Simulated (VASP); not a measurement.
# Sr: Sr into a neighbouring Sr vacancy, part 3 of 5

Wanted: the minimum-energy path in Sr for this move: Sr into a neighbouring Sr vacancy.

VASP 6.6.1; PBEsol; plane waves and PAW (Sr_sv).

So far. Step 3 (Relax the host again, on a new basis): The start already met the threshold, so nothing moved. Step 4 (Relax the start): The run ended after 4 ionic steps, 0.024 eV below its first step, once the forces on the free atoms met EDIFFG = -0.05.

## (5) Relax the end

The end state is relaxed in the same way, so that both ends share their errors.

The input, INCAR:

```
SYSTEM = Sr
PREC = Normal
ENCUT = 280
EDIFF = 1E-05
NELM = 120
ISMEAR = 1
SIGMA = 0.15
LREAL = Auto
ALGO = Fast
GGA = PS
NBANDS = 180
LORBIT = 11
LWAVE = .FALSE.
LCHARG = .FALSE.
KPAR = 6
IBRION = 2
NSW = 60
ISIF = 2
EDIFFG = -0.05
POTIM = 0.4
MAXMIX = 40
ISYM = 0
```

The input, POSCAR:

```
Sr
1.0
   11.8380366960      0.0000000000      0.0000000000
    0.0000000000     11.8380366960      0.0000000000
    0.0000000000      0.0000000000     11.8380366960
Sr
31
Direct
    0.4995626841      0.0017836451     -0.0038027493
    0.7497657461      0.0000557527      0.2475919166
    0.0005622784     -0.0011003193      0.0014570740
    0.2497878160      0.2511305139      0.0020591989
    0.5006469478      0.4985204960     -0.0025583949
    0.7529622887      0.7498119753     -0.0011633094
    0.2502437179     -0.0003233836      0.2514396682
    0.5000573206      0.2500232295      0.2487927395
    0.7507933209      0.4982533139      0.2511249998
    0.5025746457     -0.0025759103      0.4958333813
    0.7510421977      0.2543045952      0.4983089682
    0.7478869879      0.0009950450      0.7485796267
   -0.0008549145      0.4994118662      0.0008988012
    0.2493152541      0.7504694745     -0.0002982475
   -0.0014270459      0.2494596633      0.2483943289
    0.2500110069      0.4981012625      0.2481535885
    0.5024614923      0.7499101469      0.2499089342
    0.0008642251     -0.0007110250      0.4996138965
    0.2507182758      0.2504771329      0.4980414037
    0.5014079068      0.4990024783      0.4982157870
    0.7484786750      0.7493401856      0.5027492739
    0.2480139681      0.0002704433      0.7463882113
    0.4999973527      0.2515197899      0.7496001646
    0.7489367242      0.5003911308      0.7511828849
    0.0011212291      0.7533324341      0.2503533820
   -0.0010008587      0.4997871620      0.4998775159
    0.2501837085      0.7499492689      0.5002939101
   -0.0028228499      0.2514016327      0.7490289956
    0.2480179844      0.5010774610      0.7522255819
    0.5008329559      0.7502722737      0.7484250424
    0.0048514250      0.7514871699      0.7480751966
```

The input, KPOINTS:

```
Automatic mesh
0
Monkhorst-Pack
2 2 2
0 0 0
```

PAW data sets: Sr_sv (PBE family, release 64).

Command:

```bash
mpirun -np 6 vasp_std
```

What it wrote:

```text
[... set-up lines as in an earlier step ...]
 entering main loop
       N       E                     dE             d eps       ncg     rms          rms(c)
DAV:   1     0.164864083519E+04    0.16486E+04   -0.11087E+05  1768   0.936E+02
DAV:   2     0.138412268018E+03   -0.15102E+04   -0.14830E+04  1608   0.282E+02
DAV:   3    -0.365193770903E+02   -0.17493E+03   -0.17176E+03  2112   0.562E+01
DAV:   4    -0.550701692594E+02   -0.18551E+02   -0.18356E+02  2184   0.190E+01
DAV:   5    -0.564765647137E+02   -0.14064E+01   -0.13991E+01  1960   0.395E+00    0.681E+01
RMM:   6    -0.559693259121E+02    0.50724E+00   -0.16991E+00  1768   0.222E+00    0.378E+01
RMM:   7    -0.559275424512E+02    0.41783E-01   -0.13694E+00  1782   0.225E+00    0.424E+00
RMM:   8    -0.559454448848E+02   -0.17902E-01   -0.45798E-01  2030   0.708E-01    0.156E+00
RMM:   9    -0.559429806076E+02    0.24643E-02   -0.12715E-01  1870   0.436E-01    0.657E-01
RMM:  10    -0.559475385654E+02   -0.45580E-02   -0.56578E-02  2165   0.204E-01    0.333E-01
RMM:  11    -0.559490921132E+02   -0.15535E-02   -0.25019E-02  2592   0.129E-01    0.201E-01
RMM:  12    -0.559503557553E+02   -0.12636E-02   -0.15676E-02  2487   0.893E-02    0.140E-01
RMM:  13    -0.559512324716E+02   -0.87672E-03   -0.90375E-03  2406   0.612E-02    0.432E-02
RMM:  14    -0.559518743483E+02   -0.64188E-03   -0.65674E-03  2248   0.450E-02    0.523E-02
RMM:  15    -0.559523326349E+02   -0.45829E-03   -0.47023E-03  1809   0.349E-02    0.359E-02
RMM:  16    -0.559527022039E+02   -0.36957E-03   -0.36884E-03  1714   0.303E-02    0.455E-02
RMM:  17    -0.559529847051E+02   -0.28250E-03   -0.29503E-03  1461   0.229E-02    0.117E-02
RMM:  18    -0.559532255766E+02   -0.24087E-03   -0.24538E-03  1262   0.189E-02    0.117E-02
RMM:  19    -0.559534225803E+02   -0.19700E-03   -0.20156E-03  1093   0.156E-02    0.140E-02
RMM:  20    -0.559535937309E+02   -0.17115E-03   -0.17357E-03  1066   0.135E-02    0.207E-02
RMM:  21    -0.559537334371E+02   -0.13971E-03   -0.14469E-03  1072   0.122E-02    0.188E-02
RMM:  22    -0.559538548656E+02   -0.12143E-03   -0.12614E-03   963   0.109E-02    0.162E-02
RMM:  23    -0.559539602691E+02   -0.10540E-03   -0.10737E-03   687   0.957E-03    0.204E-02
WARNING in EDDRMM: call to ZHEGV failed, returncode =   6  3    136
RMM:  24    -0.559540513509E+02   -0.91082E-04   -0.94933E-04   918   0.932E-03    0.176E-02
RMM:  25    -0.559541315828E+02   -0.80232E-04   -0.82066E-04   547   0.818E-03    0.198E-02
RMM:  26    -0.559542037501E+02   -0.72167E-04   -0.73255E-04   498   0.768E-03    0.237E-02
RMM:  27    -0.559542667240E+02   -0.62974E-04   -0.64812E-04   519   0.740E-03    0.254E-02
RMM:  28    -0.559543231609E+02   -0.56437E-04   -0.58099E-04   517   0.700E-03    0.267E-02
RMM:  29    -0.559543730899E+02   -0.49929E-04   -0.51521E-04   497   0.660E-03    0.283E-02
RMM:  30    -0.559544182778E+02   -0.45188E-04   -0.46496E-04   491   0.627E-03    0.296E-02
RMM:  31    -0.559544589452E+02   -0.40667E-04   -0.41594E-04   469   0.596E-03    0.315E-02
RMM:  32    -0.559544960575E+02   -0.37112E-04   -0.38001E-04   468   0.569E-03    0.331E-02
RMM:  33    -0.559545291439E+02   -0.33086E-04   -0.33913E-04   447   0.538E-03    0.346E-02
RMM:  34    -0.559545595049E+02   -0.30361E-04   -0.31157E-04   455   0.520E-03    0.360E-02
RMM:  35    -0.559545869636E+02   -0.27459E-04   -0.28121E-04   455   0.497E-03    0.374E-02
RMM:  36    -0.559546121703E+02   -0.25207E-04   -0.25784E-04   432   0.474E-03    0.388E-02
RMM:  37    -0.559546348965E+02   -0.22726E-04   -0.23293E-04   429   0.456E-03    0.400E-02
RMM:  38    -0.559546559331E+02   -0.21037E-04   -0.21496E-04   420   0.438E-03    0.412E-02
RMM:  39    -0.559546749235E+02   -0.18990E-04   -0.19474E-04   417   0.424E-03    0.423E-02
RMM:  40    -0.559546925268E+02   -0.17603E-04   -0.18030E-04   404   0.409E-03    0.434E-02
RMM:  41    -0.559547081713E+02   -0.15644E-04   -0.16337E-04   418   0.398E-03    0.440E-02
RMM:  42    -0.559547229128E+02   -0.14741E-04   -0.15216E-04   409   0.385E-03    0.448E-02
RMM:  43    -0.559547359814E+02   -0.13069E-04   -0.13722E-04   406   0.375E-03    0.454E-02
RMM:  44    -0.559547483624E+02   -0.12381E-04   -0.12872E-04   398   0.366E-03    0.460E-02
RMM:  45    -0.559547596413E+02   -0.11279E-04   -0.11630E-04   382   0.354E-03    0.467E-02
RMM:  46    -0.559547685122E+02   -0.88708E-05   -0.10825E-04   486   0.358E-03    0.456E-02
RMM:  47    -0.559547781029E+02   -0.95907E-05   -0.98628E-05   379   0.337E-03
   1 F= -.55954778E+02 E0= -.55950982E+02  d E =-.559548E+02
 curvature:   0.00 expect dE= 0.000E+00 dE for cont linesearch  0.000E+00
 trial: gam= 0.00000 g(F)=  0.653E-02 g(S)=  0.000E+00 ort = 0.000E+00 (trialstep = 0.100E+01)
 search vector abs. value=  0.653E-02
 bond charge predicted
       N       E                     dE             d eps       ncg     rms          rms(c)
DAV:   1    -0.559595984295E+02   -0.48299E-02   -0.64141E-01  1664   0.178E+00    0.211E-01
RMM:   2    -0.559618360896E+02   -0.22377E-02   -0.17451E-02  1706   0.301E-01    0.329E-01
RMM:   3    -0.559611250181E+02    0.71107E-03   -0.48607E-03  2214   0.120E-01    0.183E-01
RMM:   4    -0.559611280241E+02   -0.30060E-05   -0.18663E-03  2326   0.691E-02    0.247E-01
RMM:   5    -0.559609406579E+02    0.18737E-03   -0.50187E-04  2268   0.434E-02    0.165E-01
RMM:   6    -0.559609676887E+02   -0.27031E-04   -0.33010E-04  2345   0.297E-02    0.160E-01
RMM:   7    -0.559609944671E+02   -0.26778E-04   -0.16197E-04  2240   0.214E-02    0.174E-01
RMM:   8    -0.559610010595E+02   -0.65924E-05   -0.89768E-05  2012   0.157E-02
   2 F= -.55961001E+02 E0= -.55957779E+02  d E =-.622296E-02
[...]
WARNING in EDDRMM: call to ZHEGV failed, returncode =   6  3    135
[...]
WARNING in EDDRMM: call to ZHEGV failed, returncode =   6  3    137
[...]
WARNING in EDDRMM: call to ZHEGV failed, returncode =   8  4    153
[...]
WARNING in EDDRMM: call to ZHEGV failed, returncode =   8  4    134
[...]
3 F= -.55975298E+02 E0= -.55972222E+02  d E =-.205196E-01
 curvature:  -2.82 expect dE=-0.635E-02 dE for cont linesearch -0.604E-02
 ZBRENT: increasing intervall
 opt :  10.0000  next Energy=   -55.984353 (dE=-0.296E-01)
 bond charge predicted
       N       E                     dE             d eps       ncg     rms          rms(c)
DAV:   1    -0.559416046674E+02    0.33694E-01   -0.23092E+01  1472   0.107E+01    0.116E+00
RMM:   2    -0.559747617761E+02   -0.33157E-01   -0.48084E-01  1572   0.172E+00    0.286E-01
RMM:   3    -0.559798897582E+02   -0.51280E-02   -0.65669E-02  2496   0.573E-01    0.139E-01
RMM:   4    -0.559826654549E+02   -0.27757E-02   -0.27658E-02  2496   0.304E-01    0.576E-02
RMM:   5    -0.559841175685E+02   -0.14521E-02   -0.12676E-02  2594   0.193E-01    0.642E-02
RMM:   6    -0.559848507329E+02   -0.73316E-03   -0.62456E-03  2599   0.135E-01    0.665E-02
RMM:   7    -0.559852147746E+02   -0.36404E-03   -0.30618E-03  2432   0.904E-02    0.740E-02
RMM:   8    -0.559854190332E+02   -0.20426E-03   -0.17461E-03  2345   0.682E-02    0.794E-02
WARNING in EDDRMM: call to ZHEGV failed, returncode =   8  4    143
RMM:   9    -0.559855268217E+02   -0.10779E-03   -0.91460E-04  2274   0.484E-02    0.810E-02
RMM:  10    -0.559856035430E+02   -0.76721E-04   -0.54316E-04  2246   0.377E-02    0.109E-01
RMM:  11    -0.559856341879E+02   -0.30645E-04   -0.29203E-04  2107   0.283E-02    0.105E-01
RMM:  12    -0.559856522294E+02   -0.18042E-04   -0.18993E-04  2163   0.216E-02    0.103E-01
RMM:  13    -0.559856522794E+02   -0.50048E-07   -0.10298E-04  2176   0.175E-02    0.833E-02
RMM:  14    -0.559856612292E+02   -0.89497E-05   -0.97048E-05  1483   0.127E-02
   4 F= -.55985661E+02 E0= -.55983376E+02  d E =-.308831E-01
 curvature:  -4.23 expect dE=-0.239E-02 dE for cont linesearch -0.259E-04
 trial: gam= 0.11738 g(F)=  0.566E-03 g(S)=  0.000E+00 ort =-0.200E-03 (trialstep = 0.280E+01)
 search vector abs. value=  0.609E-03
 reached required accuracy - stopping structural energy minimisation
```

It took 3.6 min on 6 MPI ranks of Intel Xeon 6975P-C (Granite Rapids), shared host; peak memory 3.4 GiB; 21 min of CPU time.

From OUTCAR (step 5):

```text
   NELECT =     310.0000    total number of electrons

 E-fermi :   1.5156

 k-point     1 :       0.2500    0.2500    0.2500
  band No.  band energies     occupation
    ...
    152       1.3765      2.03174
    153       1.3841      2.01440
    154       1.4819      1.37068
    155       1.4834      1.35445
    156       1.4915      1.26799
    157       1.7552     -0.04643
    158       1.7821     -0.03072
    159       1.7831     -0.03019
    160       1.8233     -0.01352
    161       1.8237     -0.01340
    ...

  Total       -2.2944659     -2.2877712     -2.3141828     -0.0005665      0.0133773      0.0500869
  in kB       -2.2159152     -2.2094497     -2.2349572     -0.0005471      0.0129193      0.0483722
  external PRESSURE =      -2.2201074 kB  Pullay stress =       0.0000000 kB

 POSITION                                       TOTAL-FORCE (eV/Angst)
 -----------------------------------------------------------------------------------
      5.91666      0.01425     11.81658         0.023660     -0.002872      0.010907
      8.87845      0.01204      2.93526        -0.004245     -0.008422     -0.003647
      0.00288      0.00810     11.83022        -0.007254     -0.001503      0.001101
      2.95010      2.95609      0.00078         0.013240      0.008979     -0.010797
      5.93417      5.91106     11.83092         0.004389     -0.015467     -0.004598
      8.89823      8.87798     11.82160        -0.026355      0.019888      0.003391
      2.97249      0.00856      2.95715        -0.009967     -0.001859     -0.016543
      5.93320      2.95468      2.93711         0.009286      0.020317     -0.001945
      8.88626      5.91810      2.94576        -0.006962     -0.014910     -0.007427
      5.93966      0.00838      5.89855         0.003120     -0.000823      0.014726
      8.88013      2.97006      5.90925        -0.005264      0.003737      0.000073
      8.87911      0.01736      8.87080        -0.007649     -0.006641      0.020835
     11.82314      5.91642      0.00593         0.007705     -0.010389     -0.008254
      2.96640      8.88330     11.83776        -0.015933      0.002823     -0.005891
     11.82332      2.94753      2.94454         0.001246      0.021756     -0.006137
      2.95951      5.91328      2.93889        -0.000899     -0.016334     -0.005719
      5.94112      8.86786      2.93240         0.004922      0.021060      0.005252
     11.81910      0.01580      5.90785         0.012688     -0.005632      0.007306
      2.96186      2.96506      5.90539        -0.012605      0.009004     -0.000875
      5.92447      5.91255      5.91224         0.015862     -0.010247     -0.004013
      8.88680      8.86778      5.92867        -0.019380      0.020093     -0.019752
      2.96199      0.02475      8.86061        -0.007206     -0.014460      0.013798
      5.91738      2.96594      8.86291         0.017847      0.003481      0.022548
      8.88263      5.92168      8.88961        -0.005662     -0.023284     -0.004764
[...]
-----------------------------------------------------------------------------------
    total drift:                                0.008248      0.006061     -0.023720

  FREE ENERGIE OF THE ION-ELECTRON SYSTEM (eV)
  ---------------------------------------------------
  free  energy   TOTEN  =       -55.9856612292 eV

  energy  without entropy=      -55.9788055100  energy(sigma->0) =      -55.98337599

[... 6 parts as in an earlier step ...]

[... 7 further parts left out ...]
```

Step by step:

```
step  energy less that of the first step (eV)  largest force (eV/Å)
   1                                   0.0000                0.1504
   2                                  -0.0062                0.1388
   3                                  -0.0205                0.0878
   4                                  -0.0309                0.0342
```

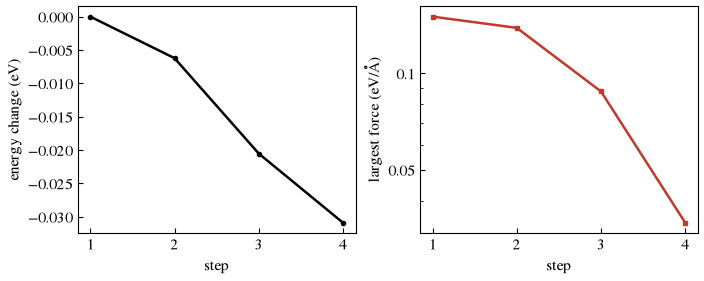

Energy and largest force along the relaxation.

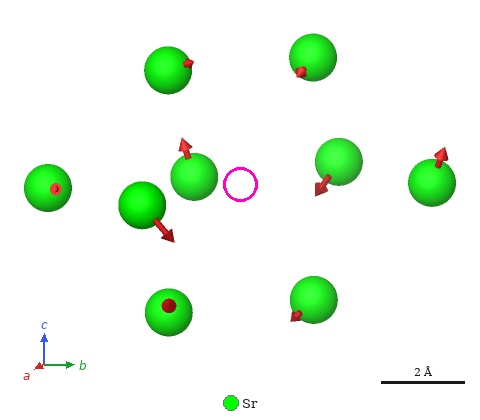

Displacements in the relaxation near the centre, exaggerated; the longest in the cell stands for 0.06 Å. A ring marks the centre wherever it is empty.

The atoms that moved most (Å):

```
atom      dx      dy      dz  length
Sr31  -0.053  -0.011   0.021   0.058
Sr10  -0.010   0.039   0.029   0.049
Sr11  -0.011  -0.040   0.010   0.043
Sr22   0.026   0.022   0.025   0.042
Sr18  -0.029   0.024  -0.007   0.038
Sr25  -0.020  -0.032   0.000   0.038
Sr21   0.026  -0.003  -0.023   0.035
 Sr9  -0.002   0.020  -0.027   0.034
```

Final coordinates:

```cif
data_structure
_symmetry_space_group_name_H-M 'P 1'
_symmetry_Int_Tables_number 1
_cell_length_a 11.8380
_cell_length_b 11.8380
_cell_length_c 11.8380
_cell_angle_alpha 90.000
_cell_angle_beta 90.000
_cell_angle_gamma 90.000
_cell_volume 1658.97
loop_
_atom_site_label
_atom_site_type_symbol
_atom_site_fract_x
_atom_site_fract_y
_atom_site_fract_z
_atom_site_occupancy
Sr1 Sr 0.49980 0.00120 0.99819 1
Sr2 Sr 0.74999 0.00102 0.24795 1
Sr3 Sr 0.00024 0.00068 0.99934 1
Sr4 Sr 0.24920 0.24971 0.00007 1
Sr5 Sr 0.50128 0.49933 0.99940 1
Sr6 Sr 0.75166 0.74995 0.99861 1
Sr7 Sr 0.25110 0.00072 0.24980 1
Sr8 Sr 0.50120 0.24959 0.24811 1
Sr9 Sr 0.75065 0.49992 0.24884 1
Sr10 Sr 0.50174 0.00071 0.49827 1
Sr11 Sr 0.75014 0.25089 0.49918 1
Sr12 Sr 0.75005 0.00147 0.74935 1
Sr13 Sr 0.99874 0.49978 0.00050 1
Sr14 Sr 0.25058 0.75040 0.99998 1
Sr15 Sr 0.99876 0.24899 0.24874 1
Sr16 Sr 0.25000 0.49951 0.24826 1
Sr17 Sr 0.50187 0.74910 0.24771 1
Sr18 Sr 0.99840 0.00133 0.49906 1
Sr19 Sr 0.25020 0.25047 0.49885 1
Sr20 Sr 0.50046 0.49945 0.49943 1
Sr21 Sr 0.75070 0.74909 0.50082 1
Sr22 Sr 0.25021 0.00209 0.74849 1
Sr23 Sr 0.49986 0.25054 0.74868 1
Sr24 Sr 0.75035 0.50022 0.75094 1
Sr25 Sr 0.99945 0.75060 0.25035 1
Sr26 Sr 0.99939 0.50023 0.49947 1
Sr27 Sr 0.25135 0.74872 0.49899 1
Sr28 Sr 0.99808 0.25021 0.75056 1
Sr29 Sr 0.24942 0.49939 0.75116 1
Sr30 Sr 0.49973 0.74994 0.74986 1
Sr31 Sr 0.00039 0.75055 0.74988 1
```

Numbers from this step:

```yaml
electronic_cycles: 99
free_energy_toten: -55.9857 eV
energy_at_zero_smearing: -55.9834 eV
```

The run ended after 4 ionic steps, 0.031 eV below its first step, once the forces on the free atoms met EDIFFG = -0.05.

[end of part 3 of 5]

[Lines on the potential files, build, host, timing and source positions are cut from VASP's logs without a mark.]

[Logs are printed without paths, hosts, clocks, repeated set-up lines and the standing remarks that a program may print on its own settings, such as how far it seeks lower states.]

[Hosts, paths, dates, database ids (printed as entryN), source tags and the programs' standing remarks are cut or masked in the printed files.]

[Runs that stopped without an error message from VASP are left out.]
